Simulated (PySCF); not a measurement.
Property calculation of BrF

The run: property calculation of BrF (bromine fluoride), SMILES FBr. Method and program: BLYP/6-31G*, RKS (PySCF 2.14.0).

The geometry comes from this level: GFN2-xTB.

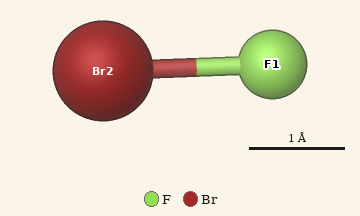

**Figure 1.** The structure (ball-and-stick view, seen at an oblique angle; atoms are numbered from 1 in the order of the input). Bond lengths as drawn: Br–F 1.80 Å.

Key numbers:

| quantity | value |
| --- | --- |
| outcome | converged |
| total energy | −2673.636003 hartree |
| basis functions | 46 |
| HOMO | −6.94 eV |
| LUMO | −4.35 eV |
| dipole moment | 1.30 D |
| hardware | 1 thread of Intel Xeon @ 2.90GHz (Ice Lake), 16 GiB of memory available, shared host |
| wall time | 2.6 s |
| peak memory | 0.23 GiB |

Input file (job.py):
```python
import numpy
from pyscf import gto, scf, dft, lo
from pyscf import df

mol = gto.M(
    atom='F 0.000000 0.000000 0.000000; Br 0.000000 0.000000 1.799940',
    charge=0,
    basis='6-31g*',
    verbose=4,
    max_memory=1860,
)

mf = dft.RKS(mol, xc='blyp')
mf = mf.density_fit(auxbasis=df.aug_etb(mol, beta=2.0))
mf.grids.level = 4
mf.conv_tol = 1e-10
mf.kernel()
if not mf.converged:
    mf = mf.newton().run(mf.mo_coeff, mf.mo_occ)

energy = mf.e_tot
print('E = %.10f Eh' % energy)
dip = mf.dip_moment()
pop, q = mf.mulliken_pop()
quad = mf.quad_moment()
occ = mf.mo_coeff[:, mf.mo_occ > 0]
iaos = lo.vec_lowdin(lo.iao.iao(mol, occ), mf.get_ovlp())
c = iaos.T @ mf.get_ovlp() @ occ
pop_iao, q_iao = scf.hf.mulliken_pop(lo.iao.reference_mol(mol), (c * mf.mo_occ[mf.mo_occ > 0]) @ c.T, numpy.eye(c.shape[0]), verbose=0)
print('IAO charges', numpy.round(q_iao, 4))
```

Launch command:
```bash
OMP_NUM_THREADS=1 python job.py
```

Log:
```
PySCF version 2.14.0

[INPUT] num. atoms = 2
[INPUT] num. electrons = 44
[INPUT] charge = 0
[INPUT] spin (= nelec alpha-beta = 2S) = 0
[INPUT] symmetry False subgroup None
[INPUT] Mole.unit = angstrom
[INPUT] Symbol           X                Y                Z      unit          X                Y                Z       unit  Magmom
[INPUT]  1 F      0.000000000000   0.000000000000   0.000000000000 AA    0.000000000000   0.000000000000   0.000000000000 Bohr   0.0
[INPUT]  2 Br     0.000000000000   0.000000000000   1.799940000000 AA    0.000000000000   0.000000000000   3.401393640650 Bohr   0.0

nuclear repulsion = 92.6090988809627
number of shells = 18
number of NR pGTOs = 122
number of NR cGTOs = 46
basis = 6-31g*
ecp = {}
ETB for F: l = 0, exps = 0.716302786 * 2^n , n = 0..14
ETB for F: l = 1, exps = 0.716302786 * 2^n , n = 0..10
ETB for F: l = 2, exps = 0.716302786 * 2^n , n = 0..7
ETB for F: l = 3, exps = 1.0705533417817161 * 2^n , n = 0..3
ETB for F: l = 4, exps = 1.6 * 2^n , n = 0..0
ETB for Br: l = 0, exps = 0.218142 * 2^n , n = 0..19
ETB for Br: l = 1, exps = 0.218142 * 2^n , n = 0..17
ETB for Br: l = 2, exps = 0.218142 * 2^n , n = 0..14
ETB for Br: l = 3, exps = 0.43644197140055174 * 2^n , n = 0..10
ETB for Br: l = 4, exps = 0.8732 * 2^n , n = 0..7

******** <class 'pyscf.df.df_jk.DFRKS'> ********
method = DFRKS
initial guess = minao
damping factor = 0
level_shift factor = 0
DIIS = <class 'pyscf.scf.diis.CDIIS'>
diis_start_cycle = 1
diis_space = 8
diis_damp = 0
SCF conv_tol = 1e-10
SCF conv_tol_grad = None
SCF max_cycles = 50
direct_scf = False
XC library pyscf.dft.libxc version 7.0.0
    S. Lehtola, C. Steigemann, M. J.T. Oliveira, and M. A.L. Marques.,  SoftwareX 7, 1–5 (2018)
XC functionals = blyp
    A. D. Becke.,  Phys. Rev. A 38, 3098 (1988)
    C. Lee, W. Yang, and R. G. Parr.,  Phys. Rev. B 37, 785 (1988)
    B. Miehlich, A. Savin, H. Stoll, and H. Preuss.,  Chem. Phys. Lett. 157, 200 (1989)
radial grids:
    Treutler-Ahlrichs [JCP 102, 346 (1995); DOI:10.1063/1.469408] (M4) radial grids

becke partition: Becke, JCP 88, 2547 (1988); DOI:10.1063/1.454033
pruning grids: <function nwchem_prune>
grids dens level: 4
symmetrized grids: False
atomic radii adjust function: <function treutler_atomic_radii_adjust>
small_rho_cutoff = 0
Set gradient conv threshold to 1e-05
Initial guess from minao.
tot grids = 59024
init E= -2672.6965322192
  HOMO = -0.279419300600344  LUMO = -0.16975564755173  gap/eV = 2.98410
cycle= 1 E= -2673.57126879096  delta_E= -0.875  |g|= 0.609  |ddm|= 1.71
  HOMO = -0.145606456567153  LUMO = -0.0898927776231471  gap/eV = 1.51605
cycle= 2 E= -2673.09670549445  delta_E= 0.475  |g|= 1.62  |ddm|= 1.62
  HOMO = -0.250424361449573  LUMO = -0.157871641713665  gap/eV = 2.51849
cycle= 3 E= -2673.63324039646  delta_E= -0.537  |g|= 0.101  |ddm|= 1.34
  HOMO = -0.255943279315962  LUMO = -0.160104615241895  gap/eV = 2.60790
cycle= 4 E= -2673.63539876838  delta_E= -0.00216  |g|= 0.0476  |ddm|= 0.152
  HOMO = -0.255888831517069  LUMO = -0.160637892881086  gap/eV = 2.59191
cycle= 5 E= -2673.63598951243  delta_E= -0.000591  |g|= 0.00691  |ddm|= 0.0463
  HOMO = -0.254954216168871  LUMO = -0.159789152139066  gap/eV = 2.58957
cycle= 6 E= -2673.63600255647  delta_E= -1.3e-05  |g|= 0.000667  |ddm|= 0.00966
  HOMO = -0.255095236106493  LUMO = -0.159945334172608  gap/eV = 2.58916
cycle= 7 E= -2673.63600261514  delta_E= -5.87e-08  |g|= 0.000347  |ddm|= 0.00107
  HOMO = -0.255069411537815  LUMO = -0.159924881308886  gap/eV = 2.58901
cycle= 8 E= -2673.63600264106  delta_E= -2.59e-08  |g|= 1.6e-05  |ddm|= 0.000363
  HOMO = -0.255068051047256  LUMO = -0.159922867474532  gap/eV = 2.58903
cycle= 9 E= -2673.63600264113  delta_E= -6.32e-11  |g|= 3.55e-06  |ddm|= 1.75e-05
  HOMO = -0.255068319251485  LUMO = -0.159923262650262  gap/eV = 2.58903
```

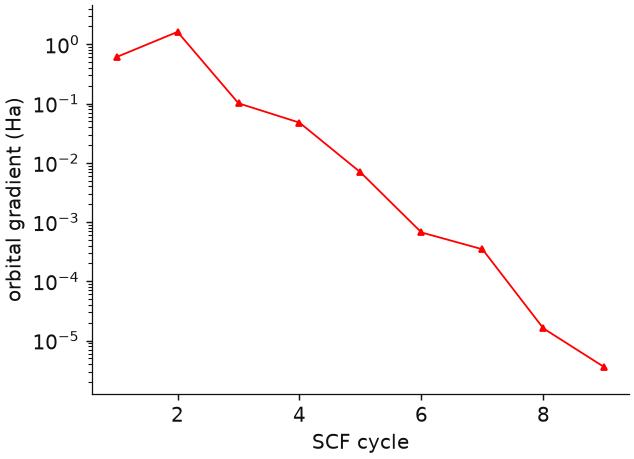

**Figure 2.** Convergence of the self-consistent field: orbital gradient against the SCF cycle. The residual comes down, with one marked jump up, by a factor of about 2.5, at step 2.

```
Extra cycle  E= -2673.6360026411  delta_E= 2.32e-11  |g|= 1.07e-05  |ddm|= 1.13e-05
converged SCF energy = -2673.6360026411
E = -2673.6360026411 Eh
Dipole moment(X, Y, Z, Debye): -0.00000, -0.00000,  1.30455
 ** Mulliken pop  **
pop of  0 F 1s            1.99715
pop of  0 F 2s            0.94942
pop of  0 F 3s            1.04063
pop of  0 F 2px           1.22138
pop of  0 F 2py           1.22138
pop of  0 F 2pz           0.80015
pop of  0 F 3px           0.75417
pop of  0 F 3py           0.75417
pop of  0 F 3pz           0.53320
pop of  0 F 3dxy         -0.00000
pop of  0 F 3dyz          0.00290
pop of  0 F 3dz^2         0.00610
pop of  0 F 3dxz          0.00290
pop of  0 F 3dx2-y2      -0.00000
pop of  1 Br 1s           1.99997
pop of  1 Br 2s           1.99952
pop of  1 Br 3s           1.99867
pop of  1 Br 4s           1.69729
pop of  1 Br 5s           0.27558
pop of  1 Br 2px          1.99980
pop of  1 Br 2py          1.99980
pop of  1 Br 2pz          1.99958
pop of  1 Br 3px          1.99604
pop of  1 Br 3py          1.99604
pop of  1 Br 3pz          1.99057
pop of  1 Br 4px          1.47618
pop of  1 Br 4py          1.47618
pop of  1 Br 4pz          0.63345
pop of  1 Br 5px          0.53016
pop of  1 Br 5py          0.53016
pop of  1 Br 5pz          0.05898
pop of  1 Br 3dxy         1.39034
pop of  1 Br 3dyz         1.38839
pop of  1 Br 3dz^2        1.38831
pop of  1 Br 3dxz         1.38839
pop of  1 Br 3dx2-y2      1.39034
pop of  1 Br 4dxy         0.58194
pop of  1 Br 4dyz         0.58380
pop of  1 Br 4dz^2        0.58393
pop of  1 Br 4dxz         0.58380
pop of  1 Br 4dx2-y2      0.58194
pop of  1 Br 5dxy         0.02772
pop of  1 Br 5dyz         0.04718
pop of  1 Br 5dz^2        0.04749
pop of  1 Br 5dxz         0.04718
pop of  1 Br 5dx2-y2      0.02772
 ** Mulliken atomic charges  **
charge of    0F =     -0.28357
charge of    1Br =      0.28357
Traceless quadrupole moment (Debye*A):

IAO charges [-0.3277  0.3277]
```

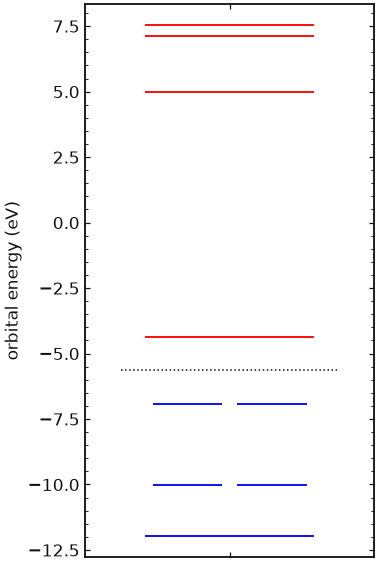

**Figure 3.** Orbital energies near the frontier; the dotted line parts filled from empty levels, and levels within 0.02 eV of each other stand side by side. Highest filled −6.94 eV, lowest empty −4.35 eV, 2.59 eV apart.
